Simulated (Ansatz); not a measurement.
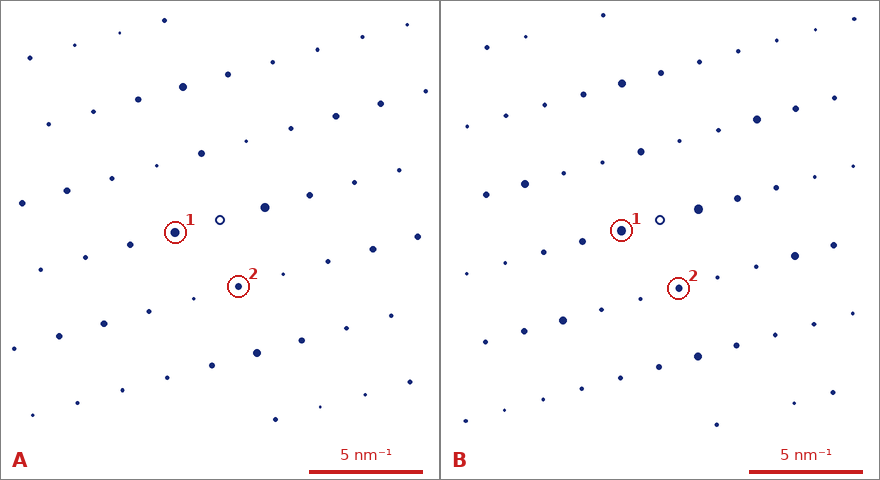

Kinematic electron diffraction patterns (300 kV, B = 0.5 Å², same scale) along [110] of the run's own cell, for the start and the end of one relaxation of PdRuS3 with Ansatz, DFT PBE, scalar-relativistic, plane waves, PAW. k mesh 8×8×8. The start is a generated model structure, and the relaxation ends in the nearest stationary point of its symmetry, not necessarily the ground state. Spot 1 is 0 0 -1 and spot 2 is -1 1 0 in both.

Start structure:

```
CELL_PARAMETERS angstrom
4.62848 0.00000 0.00000
0.00000 4.62848 0.00000
0.00000 0.00000 4.85662
ATOMIC_POSITIONS crystal
Ru 0.50000 0.50000 0.51571
Pd 0.00000 0.00000 0.26196
S 0.50000 0.50000 0.94861
S 0.00000 0.50000 0.36686
S 0.50000 0.00000 0.36686
```

**Which pattern belongs to the start structure, and which to the relaxed one?**

A is the start: its cell gives d(1) = 4.857 Å, d(2) = 3.273 Å and an angle of 90.0°. B is the relaxed structure, with d(1) = 5.625 Å (+15.8 %), d(2) = 3.189 Å (-2.6 %) and 90.0°.

**Name reflections whose intensity changes strongly on relaxation.**

1 -1 -3 goes from 28 to 55 % of the strongest spot.

**What did the relaxation do to the structure and the energy?**

The volume changed by +10.0 % to 22.89 Å³ an atom; with the mean shift removed, the atoms moved by up to 0.27 Å relative to the cell (S most); the space group stayed P4mm (No. 99); the free energy fell by 12 meV an atom. Relaxed cell: a = 4.510 Å, b = 4.510 Å, c = 5.625 Å, α = 90.00°, β = 90.00°, γ = 90.00°.
